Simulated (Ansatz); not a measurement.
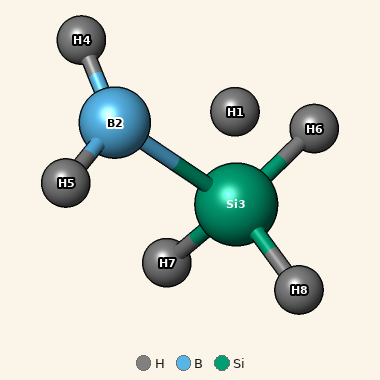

The system is the reacting system BH6Si, spin multiplicity 2; the picture shows the reference structure. Coordinates scanned: (1) distance H1–Si3 (bond that forms); (2) distance H1–B2 (bond that breaks). Relaxed at each point: all other coordinates. The grid has 13 × 13 points. Points are written as (first, second). Energies are in eV, from the lowest grid point. Energies and slopes of some neighbouring points disagree (a jump in structure or state, or too coarse a mesh). All numbers below come from UKS PBE0-D4/def2-SVP (Ansatz).

Its coordinates:

```xyz
8

H    -0.4511   -1.1189    0.5512
B    -1.2098    0.0921    0.0632
Si    0.8783    0.0405   -0.0957
H    -1.5921    0.7710    0.9803
H    -1.7682   -0.1289   -0.9794
H     1.5818    0.0058    1.2181
H     1.1621    1.3726   -0.7497
H     1.3990   -1.0343   -0.9879
```

Range: distance H1–Si3 (bond that forms) from 1.278 to 2.478 Å; distance H1–B2 (bond that breaks) from 1.035 to 2.235 Å.

What landscape does the calculation give?

Answer. The lowest grid point is at (2.001 Å, 1.247 Å). The energy also falls towards the edge at (2.478 Å, 1.247 Å) (0.027 eV above the lowest) and (1.490 Å, 2.235 Å) (0.30 eV above the lowest), where a further well may lie outside the range. The highest grid point, (1.278 Å, 1.035 Å), lies 2.27 eV above the lowest.

```csv
"second ↓, first →",1.278,1.332,1.406,1.490,1.582,1.680,1.783,1.890,2.001,2.116,2.233,2.354,2.478
2.235,0.82,0.56,0.36,0.30,0.38,1.53,1.54,1.57,1.60,1.62,1.64,1.66,1.67
2.111,0.93,0.67,0.47,1.60,1.47,1.42,1.42,1.43,1.47,1.50,1.53,1.56,1.59
1.990,2.02,1.72,1.71,1.47,1.33,1.27,1.25,1.27,1.30,1.34,1.39,1.43,1.47
1.873,1.96,1.64,1.56,1.31,1.16,1.08,1.06,1.07,1.10,1.15,1.20,1.26,1.32
1.758,1.88,1.55,1.39,1.13,0.96,0.88,0.85,0.85,0.88,0.93,0.99,1.05,1.13
1.647,1.79,1.58,1.21,0.94,0.76,0.66,0.62,0.62,0.64,0.69,0.75,0.82,0.90
1.540,1.80,1.42,1.04,0.75,0.56,0.45,0.40,0.39,0.40,0.45,0.50,0.57,0.64
1.437,1.67,1.28,0.89,0.59,0.38,0.26,0.20,0.19,0.20,0.23,0.28,0.34,0.40
1.339,1.59,1.19,0.79,0.48,0.27,0.14,0.07,0.04,0.05,0.08,0.12,0.16,0.20
1.247,1.59,1.19,0.78,0.47,0.25,0.11,0.03,0.00,0.00,0.02,0.05,0.08,0.03
1.163,1.71,1.31,0.90,0.58,0.36,0.21,0.13,0.09,0.09,0.10,0.11,0.13,0.04
1.089,1.96,1.56,1.16,0.84,0.61,0.47,0.38,0.34,0.32,0.32,0.33,0.24,0.21
1.035,2.27,1.88,1.47,1.16,0.93,0.78,0.70,0.65,0.63,0.62,0.62,0.51,0.48
```

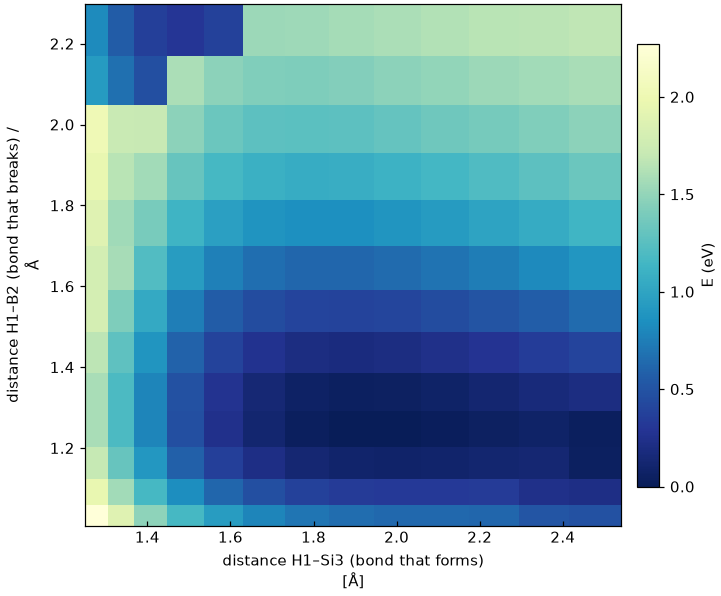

In the figure: one coloured cell a grid point.

Time for the 169 points that were run: 18 min on 1 thread of Intel(R) Xeon(R) 6975P-C (Granite Rapids) (shared host).
